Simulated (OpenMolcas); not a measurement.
# O₃: single-point calculation (part 2 of 2)

Continued. System: O₃. Method: CASPT2/def2-TZVPP (OpenMolcas 26.06). The geometry comes from this level: PBE0-D4/def2-TZVP.

Geometry of the input (Å):
```
O  0.8487  -0.5359  0.4095
O  -0.2289  -0.3176  -0.1594
O  -0.6198  0.8535  -0.2501
```

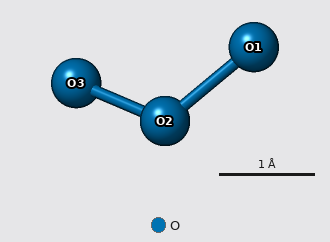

*The input geometry (ball-and-stick view, seen at a tilt; atoms are numbered from 1 in the order of the input).*

The program's output, continued:
```
    53 O2     3d1+      -0.0005   -0.0002    0.0005    0.0019   -0.0064    0.0028    0.0131    0.0177    0.0079   -0.0068
    54 O2     3d2+      -0.0001    0.0001    0.0000    0.0003   -0.0055   -0.0014   -0.0013    0.0151   -0.0016   -0.0042
    55 O2     3d2+      -0.0001   -0.0004   -0.0001    0.0016   -0.0129   -0.0041   -0.0022    0.0357   -0.0051   -0.0137
    56 O2     4f3-       0.0001    0.0000    0.0000   -0.0020   -0.0002   -0.0002   -0.0043    0.0013    0.0021   -0.0058
    57 O2     4f2-       0.0000   -0.0000    0.0000   -0.0009    0.0008    0.0008   -0.0015   -0.0019   -0.0027   -0.0039
    58 O2     4f1-       0.0001    0.0000    0.0000   -0.0013   -0.0012   -0.0006   -0.0031    0.0034   -0.0017   -0.0004
    59 O2     4f0        0.0001   -0.0000    0.0000   -0.0005    0.0012   -0.0009   -0.0016   -0.0033   -0.0022   -0.0014
    60 O2     4f1+      -0.0000   -0.0000   -0.0000    0.0006    0.0004   -0.0000    0.0013   -0.0008    0.0045   -0.0015
    61 O2     4f2+      -0.0001    0.0001   -0.0000    0.0020   -0.0011    0.0002    0.0044    0.0034   -0.0016   -0.0021
    62 O2     4f3+      -0.0002    0.0000   -0.0001    0.0031    0.0005   -0.0002    0.0066   -0.0009   -0.0003   -0.0036
    63 O3     1s        -0.0215    0.3105    0.3096   -0.0434   -0.0634   -0.0379   -0.0018    0.0027   -0.0000   -0.0079
    64 O3     1s        -0.0311    0.4603    0.4591   -0.1139   -0.1643   -0.0985   -0.0032    0.0054   -0.0000   -0.0204
    65 O3     1s        -0.0036    0.0065    0.0064    0.1846    0.2648    0.1590   -0.0040   -0.0014   -0.0000    0.0333
    66 O3     1s         0.0007   -0.0197   -0.0197    0.2469    0.3648    0.2297    0.0062    0.0152    0.0000    0.0605
    67 O3     1s        -0.0021   -0.0027   -0.0049    0.1098    0.1672    0.1185   -0.0845    0.0825   -0.0000    0.0644
    68 O3     2px        0.0035    0.0010    0.0006   -0.0421   -0.0336    0.1305    0.0008   -0.1462   -0.0827    0.2756
    69 O3     2px        0.0038   -0.0004   -0.0010   -0.0363   -0.0279    0.1197   -0.0048   -0.1253   -0.0747    0.2535
    70 O3     2px        0.0010    0.0006   -0.0003   -0.0117   -0.0188    0.0638   -0.0464   -0.0711   -0.0261    0.1547
    71 O3     2py        0.0024   -0.0035   -0.0035    0.0007    0.0445    0.1144   -0.2274    0.2122   -0.0160    0.1269
    72 O3     2py        0.0003    0.0004    0.0007    0.0008    0.0355    0.0910   -0.1938    0.1688   -0.0144    0.1071
    73 O3     2py        0.0005   -0.0018   -0.0012    0.0134    0.0183    0.0393   -0.0827    0.0506   -0.0050    0.0413
    74 O3     2pz        0.0022    0.0002   -0.0001   -0.0230   -0.0138    0.0838   -0.0237   -0.0578    0.1506    0.1648
    75 O3     2pz        0.0021   -0.0002   -0.0005   -0.0198   -0.0116    0.0754   -0.0232   -0.0510    0.1360    0.1506
    76 O3     2pz        0.0006    0.0002   -0.0003   -0.0050   -0.0084    0.0392   -0.0343   -0.0337    0.0475    0.0893
    77 O3     3d2-      -0.0000   -0.0000   -0.0000   -0.0001   -0.0000   -0.0016   -0.0074    0.0056    0.0032   -0.0018
    78 O3     3d2-      -0.0005    0.0005    0.0007   -0.0004   -0.0001   -0.0064   -0.0144    0.0106    0.0099   -0.0090
    79 O3     3d1-      -0.0001    0.0000    0.0000    0.0006    0.0001   -0.0014   -0.0027    0.0012   -0.0064   -0.0016
    80 O3     3d1-      -0.0002    0.0001    0.0002    0.0011    0.0004   -0.0043   -0.0053    0.0024   -0.0195   -0.0066
    81 O3     3d0        0.0001   -0.0001   -0.0001   -0.0016   -0.0003    0.0011   -0.0045    0.0056    0.0010    0.0014
    82 O3     3d0       -0.0001    0.0004    0.0005   -0.0033   -0.0012    0.0006   -0.0083    0.0099    0.0029    0.0032
    83 O3     3d1+       0.0000    0.0001    0.0001   -0.0001   -0.0000    0.0011    0.0009   -0.0001    0.0019    0.0007
    84 O3     3d1+       0.0002    0.0000   -0.0000   -0.0012    0.0006    0.0043    0.0011   -0.0000    0.0058    0.0021
    85 O3     3d2+       0.0002   -0.0000   -0.0000   -0.0030   -0.0006    0.0037   -0.0050    0.0085   -0.0019    0.0038
    86 O3     3d2+       0.0002    0.0006    0.0007   -0.0073   -0.0014    0.0083   -0.0097    0.0149   -0.0058    0.0106
    87 O3     4f3-      -0.0002   -0.0001   -0.0001    0.0021    0.0010   -0.0028    0.0010   -0.0037    0.0023   -0.0037
    88 O3     4f2-      -0.0001    0.0000    0.0001    0.0005   -0.0001   -0.0018   -0.0004   -0.0002   -0.0023   -0.0018
    89 O3     4f1-      -0.0001   -0.0001   -0.0002    0.0015    0.0010   -0.0004    0.0025   -0.0038   -0.0011   -0.0013
    90 O3     4f0       -0.0000    0.0000    0.0000   -0.0000   -0.0001   -0.0005   -0.0015    0.0003   -0.0030    0.0002
    91 O3     4f1+      -0.0000    0.0000    0.0001   -0.0002   -0.0002   -0.0005   -0.0015    0.0013    0.0002   -0.0005
    92 O3     4f2+      -0.0000    0.0000    0.0000   -0.0000    0.0000   -0.0008   -0.0017    0.0015   -0.0033   -0.0018
    93 O3     4f3+       0.0000    0.0001    0.0002   -0.0011   -0.0008   -0.0011   -0.0053    0.0050    0.0019   -0.0011

      Orbital                11        12        13        14        15
      Energy            -0.7911   -0.4465   -0.0082    0.4778    0.5808
      Occ. No.           1.9908    1.8191    0.2176    0.0553    0.0475

     1 O1     1s         0.0273    0.0000    0.0000    0.0240    0.0256
     2 O1     1s         0.0686    0.0000    0.0000    0.0600    0.0645
     3 O1     1s        -0.1077   -0.0000   -0.0000   -0.0845   -0.1001
     4 O1     1s        -0.1784    0.0000    0.0000   -0.2352   -0.2531
     5 O1     1s        -0.1088   -0.0000   -0.0000   -0.0491   -0.1048
     6 O1     2px        0.0055    0.1658   -0.1763    0.3156    0.3166
     7 O1     2px        0.0184    0.1522   -0.1440    0.2927    0.3031
     8 O1     2px        0.0375    0.0925   -0.0379    0.0515    0.0605
     9 O1     2py        0.2663    0.0320   -0.0340   -0.1772    0.0407
    10 O1     2py        0.2372    0.0294   -0.0278   -0.1297   -0.0158
    11 O1     2py        0.1405    0.0178   -0.0073    0.0117   -0.0329
    12 O1     2pz        0.0312   -0.3018    0.3208    0.1546    0.1782
    13 O1     2pz        0.0352   -0.2771    0.2621    0.1471    0.1649
    14 O1     2pz        0.0355   -0.1683    0.0689    0.0295    0.0297
    15 O1     3d2-      -0.0034   -0.0000    0.0000   -0.0006    0.0010
    16 O1     3d2-      -0.0111   -0.0000    0.0021    0.0059    0.0166
    17 O1     3d1-      -0.0017   -0.0008    0.0001    0.0003    0.0012
    18 O1     3d1-      -0.0056   -0.0037   -0.0039    0.0049    0.0099
    19 O1     3d0       -0.0012    0.0031   -0.0004   -0.0020   -0.0027
    20 O1     3d0       -0.0028    0.0139    0.0000   -0.0009    0.0017
    21 O1     3d1+       0.0022    0.0024   -0.0003    0.0012    0.0048
    22 O1     3d1+       0.0026    0.0108    0.0008   -0.0138   -0.0110
    23 O1     3d2+       0.0015   -0.0019    0.0002   -0.0018    0.0010
    24 O1     3d2+       0.0012   -0.0086   -0.0008   -0.0208   -0.0152
    25 O1     4f3-       0.0029   -0.0003   -0.0002   -0.0035   -0.0028
    26 O1     4f2-       0.0015    0.0007    0.0007   -0.0008   -0.0045
    27 O1     4f1-       0.0007    0.0014   -0.0015   -0.0027    0.0006
    28 O1     4f0        0.0011   -0.0011    0.0026   -0.0011    0.0013
    29 O1     4f1+       0.0004   -0.0020   -0.0041    0.0009    0.0003
    30 O1     4f2+       0.0000   -0.0019    0.0031    0.0026    0.0019
    31 O1     4f3+       0.0005    0.0020   -0.0013    0.0044    0.0036
    32 O2     1s        -0.0584    0.0000   -0.0000   -0.0578    0.0000
    33 O2     1s        -0.1460    0.0000   -0.0000   -0.1464    0.0000
    34 O2     1s         0.2314   -0.0000    0.0000    0.2980   -0.0000
    35 O2     1s         0.3250   -0.0000    0.0000    0.4250   -0.0001
    36 O2     1s         0.2270   -0.0000   -0.0000    0.1556   -0.0000
    37 O2     2px       -0.0231    0.0000    0.1727    0.2356    0.4018
    38 O2     2px       -0.0164    0.0000    0.1482    0.1712    0.3526
    39 O2     2px       -0.0238    0.0000    0.0586    0.0071    0.0743
    40 O2     2py       -0.0321    0.0000    0.0333    0.3268   -0.3802
    41 O2     2py       -0.0228    0.0000    0.0286    0.2374   -0.3336
    42 O2     2py       -0.0330    0.0000    0.0113    0.0098   -0.0703
    43 O2     2pz       -0.0161   -0.0000   -0.3144    0.1640    0.1805
    44 O2     2pz       -0.0115   -0.0000   -0.2698    0.1192    0.1584
    45 O2     2pz       -0.0166   -0.0000   -0.1066    0.0049    0.0334
    46 O2     3d2-       0.0074   -0.0027    0.0011    0.0160   -0.0006
    47 O2     3d2-       0.0229   -0.0096    0.0058    0.0168    0.0039
    48 O2     3d1-       0.0038    0.0064   -0.0017    0.0082    0.0000
    49 O2     3d1-       0.0123    0.0232   -0.0088    0.0108   -0.0003
    50 O2     3d0        0.0015   -0.0050   -0.0016    0.0038   -0.0007
    51 O2     3d0        0.0035   -0.0181   -0.0081   -0.0038    0.0047
    52 O2     3d1+      -0.0014   -0.0049   -0.0008   -0.0037   -0.0015
    53 O2     3d1+      -0.0030   -0.0176   -0.0041    0.0050    0.0100
    54 O2     3d2+      -0.0010    0.0042    0.0005   -0.0020   -0.0030
    55 O2     3d2+      -0.0035    0.0151    0.0027   -0.0046    0.0203
    56 O2     4f3-      -0.0002    0.0012   -0.0001   -0.0002   -0.0006
    57 O2     4f2-       0.0008   -0.0007    0.0001   -0.0009   -0.0013
    58 O2     4f1-      -0.0006    0.0002    0.0000    0.0003    0.0011
    59 O2     4f0       -0.0009   -0.0025    0.0002    0.0007   -0.0013
    60 O2     4f1+       0.0000   -0.0032   -0.0004    0.0001   -0.0005
    61 O2     4f2+       0.0002   -0.0035    0.0002    0.0002    0.0008
    62 O2     4f3+      -0.0002    0.0031   -0.0000    0.0008   -0.0009
    63 O3     1s         0.0273   -0.0000   -0.0000    0.0240   -0.0256
    64 O3     1s         0.0686   -0.0000   -0.0000    0.0600   -0.0645
    65 O3     1s        -0.1077    0.0000    0.0000   -0.0845    0.1001
    66 O3     1s        -0.1784    0.0000   -0.0000   -0.2352    0.2531
    67 O3     1s        -0.1088    0.0000    0.0000   -0.0491    0.1048
    68 O3     2px        0.2273   -0.1658   -0.1763   -0.2115    0.0251
    69 O3     2px        0.1999   -0.1522   -0.1440   -0.1665    0.0709
    70 O3     2px        0.1134   -0.0924   -0.0379    0.0003    0.0396
    71 O3     2py        0.0566   -0.0320   -0.0340    0.3215   -0.3639
    72 O3     2py        0.0656   -0.0294   -0.0278    0.3047   -0.3381
    73 O3     2py        0.0688   -0.0178   -0.0073    0.0602   -0.0618
    74 O3     2pz        0.1308    0.3018    0.3208   -0.0822   -0.0248
    75 O3     2pz        0.1168    0.2771    0.2621   -0.0592    0.0031
    76 O3     2pz        0.0696    0.1683    0.0689    0.0065    0.0152
    77 O3     3d2-      -0.0039    0.0019    0.0002   -0.0001   -0.0001
    78 O3     3d2-      -0.0111    0.0085    0.0003    0.0136   -0.0215
    79 O3     3d1-      -0.0016   -0.0037   -0.0005    0.0002   -0.0013
    80 O3     3d1-      -0.0056   -0.0166    0.0003    0.0043   -0.0095
    81 O3     3d0       -0.0018    0.0004    0.0001   -0.0014    0.0037
    82 O3     3d0       -0.0027    0.0021   -0.0033    0.0085   -0.0078
    83 O3     3d1+       0.0009    0.0010    0.0001    0.0025   -0.0026
    84 O3     3d1+       0.0027    0.0047   -0.0024    0.0060   -0.0018
    85 O3     3d2+      -0.0011   -0.0010   -0.0001    0.0008    0.0033
    86 O3     3d2+       0.0015   -0.0047    0.0019    0.0192   -0.0106
    87 O3     4f3-      -0.0015    0.0016    0.0003   -0.0027    0.0008
    88 O3     4f2-      -0.0015   -0.0014    0.0003   -0.0008    0.0024
    89 O3     4f1-       0.0005   -0.0011   -0.0014   -0.0019    0.0003
    90 O3     4f0       -0.0002   -0.0016    0.0014   -0.0016   -0.0028
    91 O3     4f1+      -0.0008   -0.0014   -0.0055    0.0009   -0.0012
    92 O3     4f2+      -0.0014   -0.0018    0.0015    0.0035   -0.0018
    93 O3     4f3+      -0.0023    0.0013    0.0001    0.0046   -0.0053
--

      Von Neumann Entropy (Root   1) =  0.84367

      Mulliken population analysis for root number:  1
      -----------------------------------------------

++    Molecular charges:
      ------------------

      Mulliken charges per centre and basis function type
      ---------------------------------------------------

                O1      O2      O3
      1s       3.9480  3.7501  3.9480
      2px      1.0423  1.2181  1.6667
      2pz      1.2280  1.3557  1.4233
      2py      1.8840  1.2518  1.0643
      3d2+     0.0112  0.0360  0.0118
      3d1+     0.0131  0.0184  0.0013
      3d0      0.0072  0.0143  0.0047
      3d1-     0.0024  0.0211  0.0110
      3d2-     0.0069  0.0313  0.0120
      4f3+     0.0008  0.0018  0.0014
      4f2+     0.0010  0.0014  0.0005
      4f1+     0.0008  0.0009  0.0001
      4f0      0.0004  0.0007  0.0004
      4f1-     0.0001  0.0006  0.0007
      4f2-     0.0005  0.0008  0.0003
      4f3-     0.0007  0.0020  0.0010
      Total    8.1474  7.7052  8.1474

      N-E     -0.1474  0.2948 -0.1474

      Total electronic charge=   24.000000

      Total            charge=   -0.000000
--

      Expectation values of various properties for root number:  1
      -----------------------------------------------------------

++    Molecular properties:
      ---------------------

      Charge (e):
                      =   -0.0000
      Dipole Moment (debye):
      Origin of the operator (angstrom)=   -0.0000   -0.0000    0.0000
                   X= -3.3177E-01               Y= -4.6030E-01               Z= -2.3104E-01           Total=  6.1264E-01
      Quadrupole Moment (debye*angstrom):
      Origin of the operator (angstrom)=   -0.0000   -0.0000    0.0000
                  XX= -1.5987E+01              XY=  6.5156E-01              XZ= -9.0304E-01              YY= -1.6253E+01
                  YZ=  1.4237E-01              ZZ= -1.4699E+01
      In traceless form (debye*angstrom)
                  XX= -5.1123E-01              XY=  9.7735E-01              XZ= -1.3546E+00              YY= -9.1000E-01
                  YZ=  2.1356E-01              ZZ=  1.4212E+00
--

      Average orbitals are written to the RASORB file
      Natural orbitals for root   1 are written to the RASORB.1 file
      Spin density orbitals for root   1 are written to the SPDORB.1 file

--- Stop Module: rasscf /rc=_RC_ALL_IS_WELL_ ---
--- Module rasscf spent 13 seconds ---

--- Start Module: caspt2 ---

                                              &CASPT2

                       available to each process: 1.9 GB of memory, 1 thread

 ###############################################################################
 ###    WARNING: User changed nr of frozen orbitals.                         ###
 ###############################################################################

++    Wave function specifications:
      -----------------------------

      Number of closed shell electrons           0
      Number of electrons in active shells      18
      Max number of holes in RAS1 space          0
      Max number of electrons in RAS3 space      0
      Number of inactive orbitals                0
      Number of active orbitals                 12
      Number of secondary orbitals              78
      Spin quantum number                      0.0
      State symmetry                             1
      Number of CSFs                         15730
      Number of CASSCF root(s) available         1
      CASPT2 state passed to geometry opt.       1
      A file JOBMIX will be created
      This is a CASSCF or RASSCF reference function
--

++    Orbital specifications:
      -----------------------

      Symmetry species                           1
                                                 a
      Frozen orbitals                            3
      Inactive orbitals                          0
      Active orbitals                           12
      Secondary orbitals                        78
      Deleted orbitals                           0
      Number of basis functions                 93
--

++    CASPT2 specifications:
      ----------------------

      Type of calculation                        SS-CASPT2
      Fock operator                              state-specific
      IPEA shift                                 0.00
      Real shift                                 0.00
      Imaginary shift                            0.10
      The input orbitals will be transformed to quasi-canonical
--

--------------------------------------------------------------------------------
 Estimated memory requirements:
  POLY3 :                  4015798
  RHS:                     2029624
  SIGMA :                  1211272
  PRPCTL:                        0
 Available workspace:    232390808

++ CASPT2 computation for group   1

********************************************************************************
 Multi-State initialization phase begins for group   1
--------------------------------------------------------------------------------
********************************************************************************
 Compute H0 matrices for state    1
--------------------------------------------------------------------------------
--------------------------------------------------------------------------------
 H0 matrices have been computed.

********************************************************************************
  CASPT2 EQUATION SOLUTION
--------------------------------------------------------------------------------

  Total nr of CASPT2 parameters:
   Before reduction:      573300
   After  reduction:      572364

 Variance of |WF0>:       3.4151491525

 The contributions to the second order correlation energy in atomic units.
-----------------------------------------------------------------------------------------------------------------------------
  IT.      VJTU        VJTI        ATVX        AIVX        VJAI        BVAT        BJAT        BJAI        TOTAL       RNORM
-----------------------------------------------------------------------------------------------------------------------------
   1     0.000000    0.000000   -0.182197    0.000000    0.000000   -0.343817    0.000000    0.000000   -0.526014    0.005643
   2     0.000000    0.000000   -0.183159    0.000000    0.000000   -0.344045    0.000000    0.000000   -0.527204    0.000373
   3     0.000000    0.000000   -0.183173    0.000000    0.000000   -0.344046    0.000000    0.000000   -0.527219    0.000030
   4     0.000000    0.000000   -0.183171    0.000000    0.000000   -0.344045    0.000000    0.000000   -0.527216    0.000002
-----------------------------------------------------------------------------------------------------------------------------

  FINAL CASPT2 RESULT:

      Reference energy:        -224.5862401760
      E2 (Non-variational):      -0.5272160527
      Shift correction:          -0.0003346887
      E2 (Variational):          -0.5275507414
      Total energy:            -225.1137909174
      Residual norm:              0.0000002298
      Reference weight:           0.89847

      Contributions to the CASPT2 correlation energy
      Active & Virtual Only:         -0.5272160527
      One Inactive Excited:           0.0000000000
      Two Inactive Excited:           0.0000000000

++ Denominators, etc.
--------------------------------------------------------------------------------------------------------------
 Report on small energy denominators, large coefficients, and large energy contributions.
CASE  SYMM ACTIVE-MIX  NON-ACTIVE INDICES          DENOMINATOR     RHS VALUE       COEFFICIENT     CONTRIBUTION
ATVX     1  Mu1.0010  Se1.020                       1.32919279      0.05686100     -0.04044369     -0.00229967
ATVX     1  Mu1.0008  Se1.021                       1.32037034      0.04069249     -0.02910883     -0.00118451
ATVX     1  Mu1.0018  Se1.022                       1.62042725     -0.06687187      0.03992836     -0.00267008
--

   (Skipping property calculation,
    use PROP keyword to activate)
--

  Total CASPT2 energies:
::    CASPT2 Root  1     Total energy:   -225.11379092

  A NEW JOBIPH FILE NAMED 'JOBMIX' IS PREPARED.
********************************************************************************
--- Stop Module: caspt2 /rc=_RC_ALL_IS_WELL_ ---
--- Module caspt2 spent 23 seconds ---

.##################.
.# Happy landing! #.
.##################.

    Timing: Wall=39.54 User=37.03 System=2.50
```

Key numbers:

| quantity | value |
| --- | --- |
| outcome | converged |
| total energy | −225.113791 hartree |
| CASSCF energy | −224.586240 hartree |
| basis functions | 93 |
| wall time | 40 s |
| peak memory | 0.51 GiB |
